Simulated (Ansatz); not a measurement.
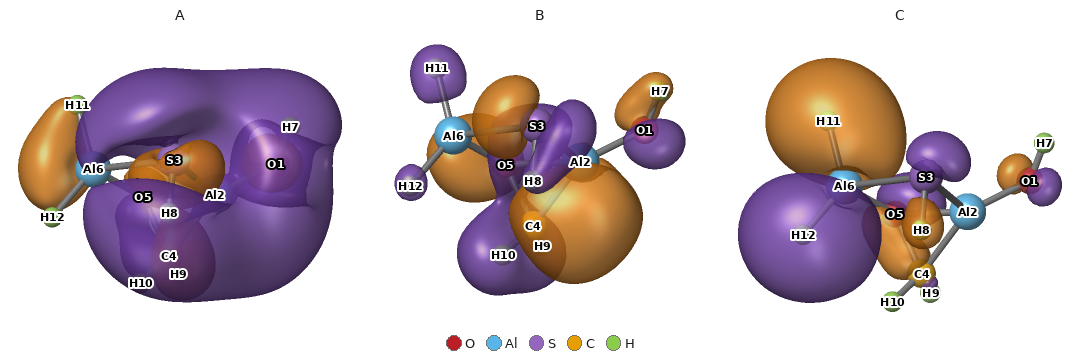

The picture shows: CH6Al2O2S. Three frontier orbitals at ±0.05 Å⁻³ᐟ² (orange and purple are the two phases), in no order.

The calculation used Ansatz 0.2.0, RKS PBE-D4/def2-SVP.

```yaml
atoms:
  - { symbol: O, position_ang: [-1.3912, -0.5942, -2.4887] }
  - { symbol: Al, position_ang: [-0.4068, -0.3480, -1.1117] }
  - { symbol: S, position_ang: [0.7360, 1.6883, -0.8904] }
  - { symbol: C, position_ang: [-0.0113, -1.4667, 0.3982] }
  - { symbol: O, position_ang: [-0.9676, -0.3264, 0.7152] }
  - { symbol: Al, position_ang: [-0.2847, 1.2590, 1.3526] }
  - { symbol: H, position_ang: [-1.7486, 0.1010, -3.0611] }
  - { symbol: H, position_ang: [1.9354, 1.0861, -0.6452] }
  - { symbol: H, position_ang: [-0.5440, -2.4230, 0.5590] }
  - { symbol: H, position_ang: [0.8984, -1.4150, 1.0305] }
  - { symbol: H, position_ang: [-1.4470, 2.3459, 1.4519] }
  - { symbol: H, position_ang: [0.9342, 1.0447, 2.3646] }
```

Q: Order the three orbitals by energy and name them.

A: C is the HOMO−1 (−6.91 eV). It lies mainly on Al6 (about 30 %), H12 (about 30 %) and H11 (about 25 %). B is the HOMO (−6.00 eV). It lies mainly on C4 (about 35 %), O5 (about 25 %) and Al2 (about 20 %). A is the LUMO (−1.26 eV). By Hirshfeld shares it lies mainly on Al2 (about 35 %), S3 (about 20 %), H8 (about 15 %), Al6 (about 10 %) and O1 (about 10 %).

Q: What is the HOMO–LUMO gap?

A: 4.74 eV between the orbital energies.
